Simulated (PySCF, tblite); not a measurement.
# C₅H₁₁NSi: geometry, infrared bands and NMR shifts

What infrared bands and NMR shifts should C₅H₁₁NSi (`CC1=C[C@H](C)N[SiH2]1`) show?

The runs use tblite 0.8.0 and PySCF 2.14.0, with density-fitted response routines of our own; the level of theory stands in each step. All values are computed, except where a source is named. Atoms count from 0, in the outputs and in this text.

**1. The starting structure**

18 atoms, charge 0, multiplicity 1; geometry from: force field or distance geometry start.

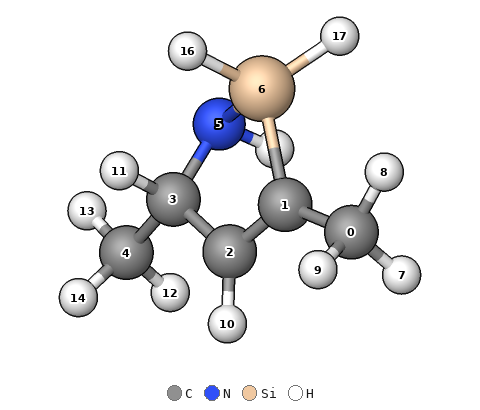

The starting geometry (carbon grey, nitrogen blue, silicon light orange, hydrogen white), atoms numbered.

**2. Relaxing the molecule with GFN2-xTB**

The job: settings as JSON, then the geometry in Å.

```
{"job": {"kind": "relax", "xc": "GFN2-xTB", "basis": "xTB"}, "charge": 0, "multiplicity": 1}
C      2.619600    -0.400600    -0.106700
C      1.185500    -0.024600    -0.006500
C      0.119700    -0.756500     0.262100
C     -1.144800    -0.004500     0.277700
C     -2.380500    -0.867800     0.250300
N     -1.156300     1.045600    -0.708000
Si     0.491800     1.699100    -0.241700
H      2.773600    -1.132400    -0.916500
H      3.218900     0.518800    -0.325700
H      2.959200    -0.860600     0.865600
H      0.179100    -1.841000     0.433200
H     -1.180300     0.535100     1.276200
H     -2.408200    -1.566500    -0.587200
H     -3.298800    -0.266800     0.228700
H     -2.440300    -1.463200     1.189100
H     -0.977300     0.580100    -1.620800
H      0.297600     2.394200     1.017600
H      1.132800     2.418000    -1.299000
```

The run is started by

```bash
OMP_NUM_THREADS=1 python probes_run.py task.json out
```

This one command runs all jobs of the session in turn.

Output:

```text
step      E/eV     max force
  0    -569.48787    2.394
  1    -569.70940    1.281
  2    -569.77109    0.546
  3    -569.79611    0.550
  4    -569.83026    0.359
  5    -569.84994    0.340
  6    -569.86965    0.369
  7    -569.89541    0.407
  8    -569.92243    0.491
  9    -569.94682    0.559
 10    -569.96945    0.477
 11    -569.99203    0.376
 12    -570.01281    0.386
 13    -570.02980    0.400
 14    -570.04426    0.397
 15    -570.05909    0.328
 16    -570.07872    0.376
 17    -570.09720    0.458
 18    -570.10725    0.937
 19    -570.12464    0.276
 20    -570.13899    0.350
 21    -570.15714    0.510
 22    -570.17598    0.476
 23    -570.19327    0.390
 24    -570.20797    0.273
 25    -570.22413    0.435
 26    -570.24206    0.544
 27    -570.26225    0.547
 28    -570.29190    0.677
 29    -570.31401    0.356
 30    -570.32825    0.544
 31    -570.34703    0.409
 32    -570.36841    0.340
 33    -570.39867    0.363
 34    -570.41406    0.404
 35    -570.42554    0.526
 36    -570.43788    0.227
 37    -570.44617    0.208
 38    -570.45353    0.192
 39    -570.45815    0.205
 40    -570.46317    0.212
 41    -570.46890    0.197
 42    -570.47469    0.150
 43    -570.47907    0.177
 44    -570.48288    0.184
 45    -570.48634    0.218
 46    -570.49020    0.129
 47    -570.49330    0.084
 48    -570.49475    0.079
 49    -570.49569    0.081
 50    -570.49685    0.075
 51    -570.49790    0.070
 52    -570.49880    0.064
 53    -570.49947    0.047
 54    -570.50001    0.053
 55    -570.50046    0.057
 56    -570.50088    0.048
 57    -570.50131    0.043
 58    -570.50176    0.043
 59    -570.50223    0.051
 60    -570.50271    0.060
 61    -570.50327    0.060
 62    -570.50401    0.068
 63    -570.50494    0.086
 64    -570.50588    0.077
 65    -570.50664    0.064
 66    -570.50728    0.055
 67    -570.50804    0.058
 68    -570.50902    0.065
 69    -570.50997    0.068
 70    -570.51067    0.079
 71    -570.51132    0.073
 72    -570.51203    0.074
 73    -570.51279    0.056
 74    -570.51352    0.076
 75    -570.51427    0.058
 76    -570.51503    0.061
 77    -570.51593    0.058
 78    -570.51674    0.061
 79    -570.51738    0.078
 80    -570.51786    0.063
 81    -570.51864    0.054
 82    -570.52040    0.056
 83    -570.52095    0.053
 84    -570.52171    0.066
 85    -570.52233    0.067
 86    -570.52296    0.052
 87    -570.52333    0.056
 88    -570.52363    0.051
 89    -570.52393    0.036
 90    -570.52421    0.043
 91    -570.52450    0.036
 92    -570.52473    0.042
 93    -570.52498    0.042
 94    -570.52530    0.042
 95    -570.52573    0.054
 96    -570.52625    0.068
 97    -570.52685    0.083
 98    -570.52756    0.074
 99    -570.52800    0.107
100    -570.52863    0.090
101    -570.52913    0.048
102    -570.52962    0.044
103    -570.52993    0.034
104    -570.53026    0.035
105    -570.53044    0.033
106    -570.53054    0.027
107    -570.53066    0.027
108    -570.53080    0.026
109    -570.53092    0.024
110    -570.53099    0.018
111    -570.53104    0.016
112    -570.53107    0.014
113    -570.53110    0.011
114    -570.53112    0.011
115    -570.53114    0.008
```

It took 0.71 s on 1 thread of Arm Neoverse V2, shared host; peak memory 0.18 GiB.

Relaxation path: (not every step is listed)

```csv
step,energy from step 0 (eV),largest force (eV/Å)
0,0.0000,2.3944
1,-0.2215,1.2812
2,-0.2832,0.5462
3,-0.3082,0.5502
4,-0.3424,0.3593
5,-0.3621,0.3405
6,-0.3818,0.3689
7,-0.4075,0.4073
8,-0.4346,0.4913
18,-0.6194,0.9367
28,-0.8040,0.6775
38,-0.9657,0.1916
48,-1.0069,0.0792
58,-1.0139,0.0429
68,-1.0211,0.0645
78,-1.0289,0.0612
88,-1.0358,0.0512
98,-1.0397,0.0740
108,-1.0429,0.0260
110,-1.0431,0.0177
111,-1.0432,0.0159
112,-1.0432,0.0136
113,-1.0432,0.0112
114,-1.0432,0.0114
115,-1.0433,0.0081
```

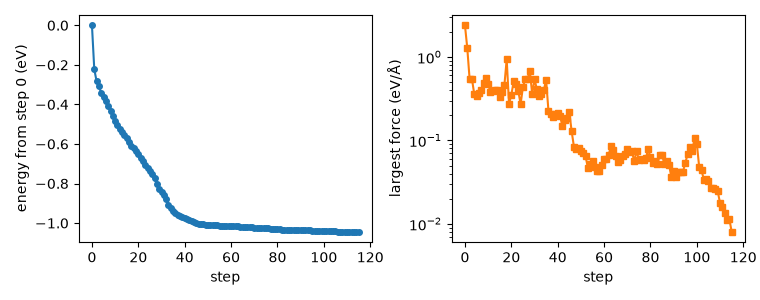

Energy and force, step by step.

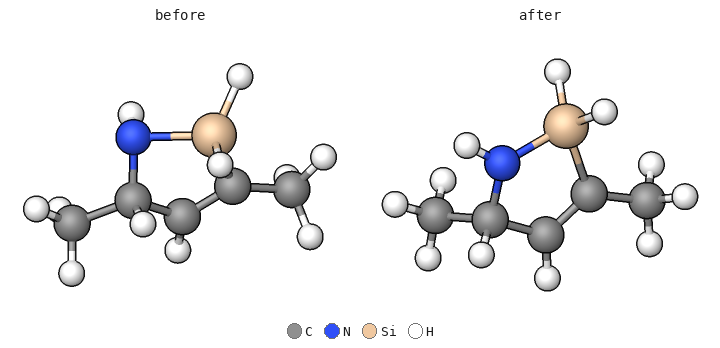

Before and after, at one scale.

Distances of close pairs at the start and the end, largest changes first:

```csv
bond,before (Å),after (Å),change (Å)
N5–Si6,1.833,1.713,-0.121
Si6–H17,1.430,1.473,+0.042
C0–H9,1.128,1.089,-0.039
N5–H15,1.040,1.005,-0.035
C3–H11,1.136,1.103,-0.033
C0–H8,1.119,1.090,-0.030
C2–C3,1.471,1.499,+0.028
C4–H14,1.113,1.087,-0.026
```

The end geometry stands in the next job.

**3. Infrared spectrum with GFN2-xTB**

The job: settings as JSON, then the geometry in Å.

```
{"job": {"kind": "ir", "xc": "GFN2-xTB", "basis": "xTB"}, "charge": 0, "multiplicity": 1}
C      2.569381    -0.472072     0.017694
C      1.155335    -0.008291     0.085131
C      0.172940    -0.650255     0.707437
C     -1.196183    -0.043004     0.644933
C     -2.157153    -0.952136    -0.130167
N     -1.044432     1.249509     0.012881
Si     0.479799     1.558667    -0.704388
H      2.868178    -0.606132    -1.021739
H      3.230227     0.277378     0.452014
H      2.708626    -1.413236     0.548172
H      0.287596    -1.584637     1.240514
H     -1.592793     0.092970     1.664626
H     -1.787174    -1.086709    -1.144090
H     -3.149999    -0.508376    -0.173898
H     -2.231465    -1.924071     0.351330
H     -1.906789     1.728917    -0.178469
H      1.050664     2.814785    -0.207960
H      0.534483     1.533011    -2.175677
```

Output:

```text
mode    cm-1     km/mol
  1      82.9      4.47
  2     124.6      0.21
  3     153.6      0.02
  4     210.9      0.07
  5     265.9      0.45
  6     311.3      4.83
  7     355.8     12.37
  8     377.2     61.10
  9     439.9     27.39
 10     469.7      5.48
 11     494.4     14.74
 12     547.4    100.30
 13     631.5     58.20
 14     659.8     47.36
 15     693.3     93.30
 16     819.7    218.98
 17     832.3     20.22
 18     861.8    132.53
 19     922.9      8.99
 20     987.7     17.85
 21    1015.6     10.01
 22    1022.2      6.42
 23    1051.7      2.23
 24    1076.1      7.36
 25    1149.8      0.63
 26    1187.2     83.50
 27    1241.1     65.73
 28    1265.8      2.36
 29    1295.0      8.62
 30    1344.2     29.91
 31    1393.9      2.20
 32    1400.2      1.04
 33    1482.4      5.06
 34    1490.5      4.68
 35    1491.1      1.49
 36    1496.6      1.21
 37    1687.7      6.90
 38    2160.3    464.10
 39    2227.8    304.44
 40    2825.4     89.32
 41    2995.0     34.27
 42    3007.6     38.49
 43    3012.9     34.05
 44    3020.2     42.20
 45    3034.8     20.88
 46    3035.8     25.38
 47    3046.0     93.27
 48    3495.2      3.53
```

It took 0.54 s on 1 thread of Arm Neoverse V2, shared host; peak memory 0.18 GiB.

The strongest bands and the atoms that carry them (share of the mass-weighted mode):

```csv
cm⁻¹,km/mol,atoms
547,100.3,"H16 35 %, H17 33 %, Si6 15 %"
693,93.3,"C3 22 %, H17 18 %, H16 17 %, Si6 12 %"
820,219.0,"H17 42 %, H16 40 %"
862,132.5,"N5 37 %, Si6 20 %"
2160,464.1,H17 88 %
2228,304.4,H16 88 %
2825,89.3,H11 93 %
3046,93.3,H10 88 %
```

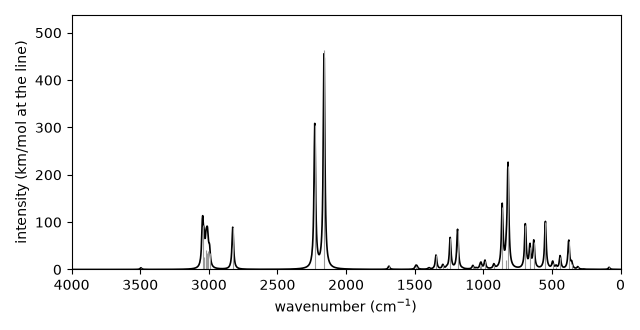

The infrared spectrum from these modes, unscaled. Lines are broadened to a width of 14 cm⁻¹ (Lorentzian).

**4. Nuclear shieldings: PBE0/pcSseg-1**

Same as in step 3 but for these lines:

```diff
@@ -1,2 +1,2 @@
-{"job": {"kind": "ir", "xc": "GFN2-xTB", "basis": "xTB"}, "charge": 0, "multiplicity": 1}
+{"job": {"kind": "nmr", "xc": "PBE0", "basis": "pcSseg-1"}, "charge": 0, "multiplicity": 1}
 C      2.569381    -0.472072     0.017694
```

Level: GIAO PBE0/pcSseg-1 NMR shielding, non-relativistic, gas phase.

Output:

```text
coarse grid: 14936 points
cycle   1  E = -540.8270354644  dE =  8.404e-01  |g| = 5.133e-01  |ddm| = 3.801e+00
cycle   2  E = -540.7941664723  dE =  3.287e-02  |g| = 6.425e-01  |ddm| = 1.198e+00
cycle   3  E = -540.8921784032  dE = -9.801e-02  |g| = 7.151e-02  |ddm| = 7.345e-01
cycle   4  E = -540.8930830042  dE = -9.046e-04  |g| = 3.042e-02  |ddm| = 8.453e-02
cycle   5  E = -540.8932905421  dE = -2.075e-04  |g| = 6.493e-03  |ddm| = 3.188e-02
cycle   6  E = -540.8932986412  dE = -8.099e-06  |g| = 3.538e-03  |ddm| = 1.004e-02
cycle   7  E = -540.8933017240  dE = -3.083e-06  |g| = 5.131e-04  |ddm| = 3.307e-03
final grid: 138056 points
cycle   8  E = -540.9324504590  dE = -3.371e-05  |g| = 8.554e-03  |ddm| = 2.856e-02
cycle   9  E = -540.9324422771  dE =  8.182e-06  |g| = 1.035e-02  |ddm| = 1.882e-02
cycle  10  E = -540.9324693743  dE = -2.710e-05  |g| = 8.542e-04  |ddm| = 1.083e-02
cycle  11  E = -540.9324695189  dE = -1.447e-07  |g| = 2.390e-04  |ddm| = 9.460e-04
cycle  12  E = -540.9324695307  dE = -1.178e-08  |g| = 4.928e-05  |ddm| = 2.592e-04
cycle  13  E = -540.9324695312  dE = -4.634e-10  |g| = 2.297e-05  |ddm| = 8.061e-05
converged SCF energy = -540.9324695312

GIAO shielding tensors (ppm)
atom      isotropic    diamagn.    paramagn.     s11        s22        s33       span
  0 C      165.507     245.000     -79.493    150.728    159.501    186.291     35.563
  1 C       45.350     263.442    -218.092    -56.279     34.454    157.875    214.154
  2 C       31.878     255.953    -224.075    -79.977     51.244    124.366    204.343
  3 C      122.964     243.583    -120.619    106.804    115.849    146.238     39.434
  4 C      158.644     248.439     -89.794    141.874    150.066    183.992     42.118
  5 N      227.499     324.866     -97.367    181.074    214.456    286.966    105.892
  6 Si     380.728     882.018    -501.290    335.112    358.174    448.898    113.787
  7 H       29.646      28.385       1.261     25.513     27.911     35.514     10.001
  8 H       29.576      27.811       1.765     25.267     27.813     35.648     10.381
  9 H       29.534      29.103       0.432     25.353     28.541     34.708      9.355
 10 H       25.038      34.113      -9.075     22.932     24.915     27.267      4.335
 11 H       27.392      30.519      -3.127     23.066     26.021     33.090     10.024
 12 H       30.973      30.868       0.104     27.795     29.996     35.128      7.333
 13 H       30.491      29.836       0.655     26.574     28.314     36.583     10.009
 14 H       30.474      30.075       0.400     26.063     28.228     37.132     11.070
 15 H       31.810      33.227      -1.417     23.056     29.846     42.528     19.473
 16 H       26.381      29.736      -3.354     22.688     24.303     32.153      9.465
 17 H       26.236      30.012      -3.776     22.697     24.372     31.638      8.941
```

It took 24 s on 1 thread of Arm Neoverse V2, shared host; peak memory 0.82 GiB.

Shifts follow as δ = σ(reference) − σ, with reference shieldings (ppm) from runs at the same level and on the same kind of geometry: ¹H TMS 31.72, ¹³C TMS 186.9, ²⁹Si TMS 349.2, ¹⁵N NH3 267.7. The references are single molecules in the gas phase, so shifts against H2O, NH3, PH3, H3PO4 or CFCl3 are not on the usual liquid scales and can be off by tens of ppm. Atoms listed in one row are averaged.

```csv
atoms,environment,σ (ppm),δ (ppm),δ scaled to CDCl3
C2,alkene CH,31.9,155.0,149.4
C1,fully substituted alkene carbon,45.3,141.6,136.3
C3,allylic sp3 CH bonded to N,123.0,64.0,60.5
C4,methyl carbon,158.6,28.3,25.7
C0,allylic methyl carbon,165.5,21.4,19.0
H10,hydrogen on an alkene CH,25.04,6.68,6.40
H17,"hydrogen on a silicon bonded to C, N, in a 5-membered ring",26.24,5.48,–
H16,"hydrogen on a silicon bonded to C, N, in a 5-membered ring",26.38,5.34,–
H11,hydrogen on an allylic sp3 CH bonded to N,27.39,4.32,4.18
"H7, H8, H9",hydrogen on an allylic methyl carbon,29.59,2.13,2.11
"H12, H13, H14",hydrogen on a methyl carbon,30.65,1.07,1.11
H15,"hydrogen on a nitrogen bonded to C, Si, in a 5-membered ring",31.81,-0.09,–
N5,"nitrogen bonded to C, Si, H, in a 5-membered ring",227.5,40.2,–
Si6,"silicon bonded to C, N, 2 H, in a 5-membered ring",380.7,-31.6,–
```

The scaled column applies a straight-line fit of computed shieldings to shifts measured in CDCl3 (root-mean-square error 0.16 ppm for H, 1.9 ppm for C).

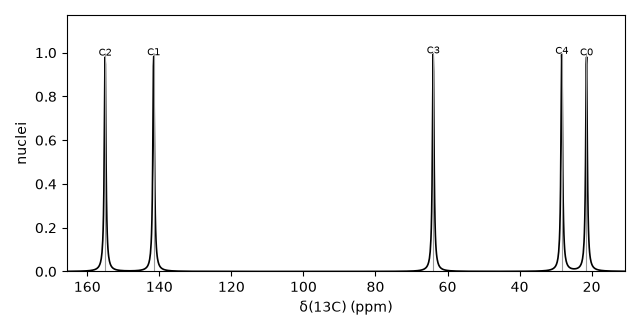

¹³C lines at the computed shifts, without couplings. Lines are broadened to a width of 0.53 ppm (Lorentzian).

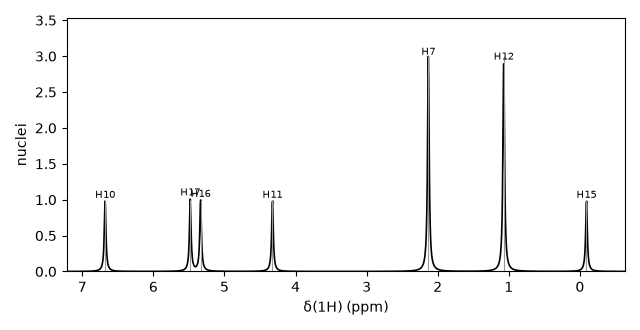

¹H lines at the computed shifts, without couplings. Lines are broadened to a width of 0.03 ppm (Lorentzian).

Charges from the same density, by scheme (e):

```csv
atoms,Mulliken,IAO,Hirshfeld,ESP fit
C0,-0.15,-0.42,-0.12,-0.50
C1,-0.50,-0.26,-0.09,0.07
C2,-0.09,-0.15,-0.05,-0.40
C3,-0.02,0.01,0.02,0.44
C4,-0.21,-0.42,-0.12,-0.48
N5,-0.64,-0.69,-0.25,-0.94
Si6,0.80,0.87,0.35,0.72
```

IAO charges:

C0 -0.42; C1 -0.26; C2 -0.15; C3 0.01; C4 -0.42; N5 -0.69; Si6 0.87; H7 0.15; H8 0.15; H9 0.14; H10 0.14; H11 0.13; H12 0.14; H13 0.14; H14 0.14; H15 0.25; H16 -0.15; H17 -0.16

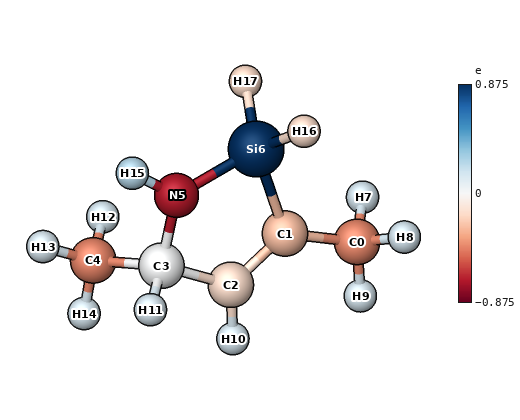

IAO charges, as colours on the atoms.

Mayer bond orders: C0–C1 1.06, C1–C2 1.86, C2–C3 1.05, C3–C4 1.00, C3–N5 0.96, N5–Si6 1.03, Si6–C1 0.87.

Ring of atoms C1, C2, C3, N5, Si6: NICS(0) -4.6, NICS(1) -3.5, NICS(1)zz -4.1 ppm (means of both faces).

**5. Results**

```
                                                              quantity                                          value
                             strongest single infrared mode (GFN2-xTB)                          2160 cm⁻¹, 464 km/mol
                                          zero-point energy (GFN2-xTB)                                  91.8 kcal/mol
                                ¹³C shifts against TMS (PBE0/pcSseg-1)             155.0, 141.6, 64.0, 28.3, 21.4 ppm
¹H shifts against TMS (PBE0/pcSseg-1, means over atoms taken as alike)  6.68, 5.48, 5.34, 4.32, 2.13, 1.07, -0.09 ppm
                                ¹⁵N shifts against NH3 (PBE0/pcSseg-1)                                       40.2 ppm
                               ²⁹Si shifts against TMS (PBE0/pcSseg-1)                                      -31.6 ppm
```

What this shows: Over 115 steps the energy fell by 1.043 eV; of the close pairs, N5–Si6 changed most, 1.833 to 1.713 Å. All 48 modes are real, so the xTB geometry is a minimum. The strongest single mode, at 2160 cm⁻¹, moves mainly H17. GFN2-xTB is a fitted tight-binding method: band positions and strengths are rough. Its intensities can rank the bands wrongly. H10 (hydrogen on an alkene CH) lies farthest downfield among hydrogen, at 6.68 ppm; attached to an sp2 carbon and in the plane of the double bond.
